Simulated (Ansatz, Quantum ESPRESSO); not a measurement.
# Cu(111), 5 layers against a metal electrode: the electrode's level over the Fermi level at a withheld member of a series

**Set-up.** Quantum ESPRESSO 7.5, PBE, GBRV ultrasoft. The slab is relaxed neutral, then held. ESM with bc3: vacuum below and a metal electrode about 6 Å above the top atoms. Cold smearing of 0.02 Ry. Charges are set per cell from the starting area. The slabs take the lattice constants of the bulk relaxed by the same program. The series steps the charge of the slab (positive: electrons removed).

| charge of the slab | electrode's level over the Fermi level (eV) |
| --- | --- |
| 1 ×10¹³ e/cm² | 5.576 |
| 2 ×10¹³ e/cm² | 6.386 |
| 4.5 ×10¹³ e/cm² | 8.434 |
| 6 ×10¹³ e/cm² | 9.677 |
| 7 ×10¹³ e/cm² | 10.511 |
| 8 ×10¹³ e/cm² | 11.348 |

To predict: What is the electrode's level over the Fermi level at 3 ×10¹³ e/cm²?

**Fit.** The rows at 2 ×10¹³ e/cm² and 4.5 ×10¹³ e/cm² give a slope of (8.434 − (6.386))/(4.5 − (2)) = 0.8192, so a straight line gives 7.205 eV. A parabola through these and the row at 1 ×10¹³ e/cm² gives 7.201 eV.

What the calculation gave: 7.201 eV. The line misses by +0.004 and the parabola by 0.000 eV. Both misses are under 5 % of the step from the nearer row.

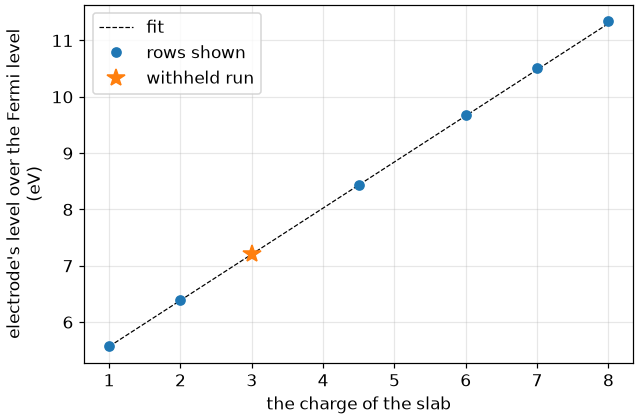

The rows shown, the fit and the withheld run.

Caveats: Vacuum fills the gap; ions don't answer the charge; added electrons can spill towards the electrode at the most negative charges. Members without a usable value, or on the other side of zero field or charge, are not listed.
